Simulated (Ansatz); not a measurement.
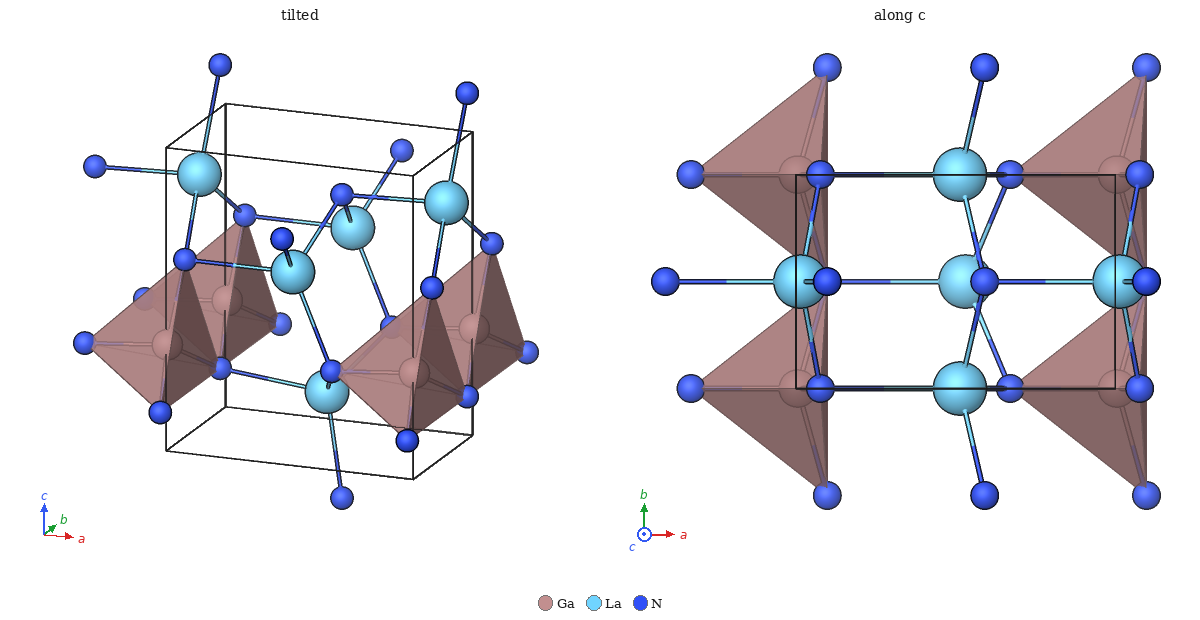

The figure gives a polyhedral picture of the atoms, viewed slightly off an axis and along the c axis. Thin lines show the conventional unit cell, with boundary atoms drawn in all their periodic places. A few atoms beyond the faces are included.

La₃GaN₄, space group Pm (No. 6), a = 5.743 Å, b = 3.849 Å, c = 6.880 Å, α = 90.00°, β = 91.00°, γ = 90.00°. The model was built from a structure type filled with these elements by a generator (whether the compound takes this form wasn't checked). Earlier steps of the study may have refined or changed the cell and positions. Ansatz was used for an electronic-structure calculation on it.

This one geometry was computed with Ansatz (DFT, plane waves, PAW) at five levels of theory: r2SCAN, PBE with spin-orbit coupling, PBE, PBE0 and HSE06. It was relaxed beforehand with r2SCAN.

Which level gives the highest pressure at this volume, and what does that say about its equilibrium volume?

Highest: PBE with spin-orbit coupling (1.2 GPa) and PBE (1.3 GPa), which points to the largest equilibrium volume. Lowest, with the smallest volume: PBE0 (-0.7 GPa) and HSE06 (-0.7 GPa). Levels within 0.5 GPa of each other can't be told apart.

How does the band gap change with the level of theory?

PBE with spin-orbit coupling: a gap of 0.60 eV, indirect; PBE: a gap of 0.61 eV, indirect; r2SCAN: a gap of 0.86 eV, indirect; HSE06: a gap of 1.53 eV, indirect; PBE0: a gap of 2.22 eV, indirect.

Collect the results in a table.

| level | cutoff (eV) | k-mesh of the run's cell | gap (eV) | pressure (GPa) |
| --- | --- | --- | --- | --- |
| r2SCAN | 500 | 4×6×4 | 0.86 | 0.0 |
| PBE with spin-orbit coupling | 420 | 4×6×4 | 0.60 | 1.2 |
| PBE | 420 | 4×6×4 | 0.61 | 1.3 |
| PBE0 | 420 | 4×4×2 | 2.22 | -0.7 |
| HSE06 | 420 | 4×4×2 | 1.53 | -0.7 |

Gaps are taken on the k-mesh or band path of each run.
